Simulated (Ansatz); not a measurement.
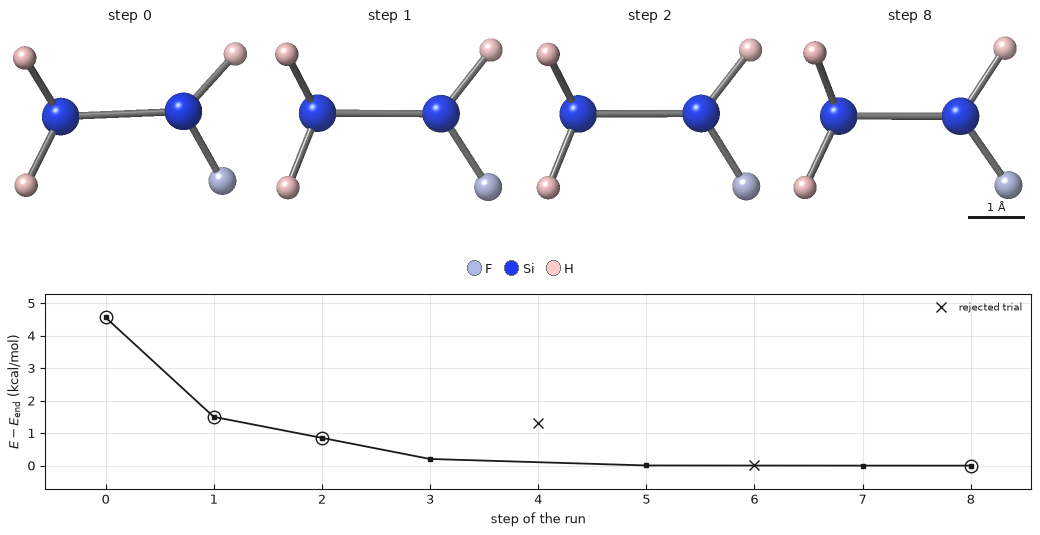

Frames of a relaxation of Si$_{2}$H$_{3}$F, marked on the history of the run. Style: ball-and-stick. Shown at a tilt.

Method: RKS PBE0-D4/def2-TZVP (Ansatz).

Input
```yaml
crystal:
  periodic: [false, false, false]
  atoms:
    - {symbol: F, position_ang: [-1.562320, -1.374130, 0.701980]}
    - {symbol: Si, position_ang: [-0.089330, -1.040490, 0.089830]}
    - {symbol: Si, position_ang: [0.167880, 1.131210, -0.225860]}
    - {symbol: H, position_ang: [-0.060080, -2.138330, -0.880750]}
    - {symbol: H, position_ang: [1.538750, 1.454770, -0.663040]}
    - {symbol: H, position_ang: [0.005100, 1.966960, 0.977840]}
basis:
  gaussian: {orbitals: def2-TZVP}
hamiltonian: {xc: pbe0, dispersion: d4}
relax: {f_tol: 0.005, max_steps: 200}
```

Run as
```bash
ansatz run in.yaml --threads 2 --pin off --events-out ev --progress --plain --max-ram 4352MiB
```

> Describe the path.

The largest moves after the best rigid fit, 0.21 Å, are those of H4 and H5. Largest moves by element: H 0.21 Å, Si 0.17 Å, F 0.17 Å. Near-neighbour distances that change, for instance: F1–Si2 1.630 → 1.597 Å, Si2–Si3 2.210 → 2.184 Å, Si2–H4 1.466 → 1.486 Å. Bond angles that change, for instance: F1–Si2–Si3 111.1° → 122.5°, F1–Si2–H4 96.5° → 106.4°, H5–Si3–H6 102.7° → 111.1°. Over 6 accepted moves (8 points after the start) the energy falls by 4.56 kcal/mol. Largest force component: 1.4 eV/Å at the start, 0.0023 eV/Å at the end. The line search rejected the trial steps at points 4, 6 of the run. Cost: 18 s on 2 threads of Intel Xeon Platinum 8259CL @ 2.50GHz, with other jobs on the host. From step 0 to 1: F1 moves most (0.19 Å), energy −3.06 kcal/mol. From step 1 to 2: F1 moves most (0.04 Å), energy −0.65 kcal/mol. From step 2 to 8: H5 moves most (0.13 Å), energy −0.85 kcal/mol.

```tsv
step	E − E(0), kcal/mol	largest force component, eV/Å	note
0	0.00	1.4436	
1	-3.06	1.1799	
2	-3.71	0.9835	
3	-4.36	0.3508	
4	-3.25	0.4601	rejected
5	-4.56	0.0284	
6	-4.55	0.0372	rejected
7	-4.56	0.0073	
8	-4.56	0.0023
```
